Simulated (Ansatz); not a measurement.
A computed series for PbTe: pressure series

The reference is PbTe in the rock salt structure (space group Fm-3m, No. 225).

```
PbTe
1.0
    0.00000     3.22119     3.22119
    3.22119     0.00000     3.22119
    3.22119     3.22119     0.00000
Te Pb
1 1
Cartesian
  0.00000   0.00000   0.00000
  3.22119   3.22119   3.22119
```

Cell and atoms are relaxed at each pressure.

Calculations: plane-wave PAW DFT at the PBEsol level (Ansatz, a program for electronic structure, 420 eV), scalar-relativistic without spin-orbit coupling, earlier PAW set.

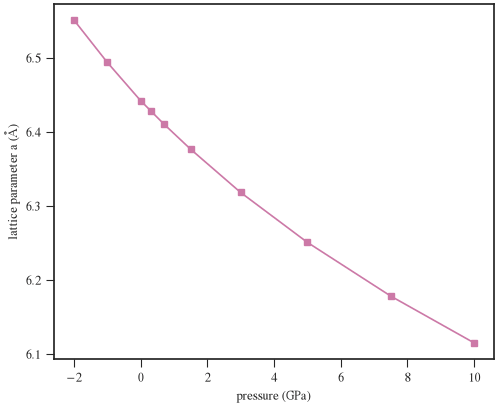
Figure: Lattice parameter a against pressure

```csv
pressure (GPa),lattice parameter a
-2,6.551 Å
-1,6.494 Å
0.3,6.429 Å
0.7,6.411 Å
1.5,6.377 Å
3,6.318 Å
5,6.251 Å
7.5,6.178 Å
10,6.115 Å
```

Load acts through the strain it causes; cell and atoms are relaxed under it. Whether these cells are dynamically stable was not tested. Competing high-pressure phases were not computed.
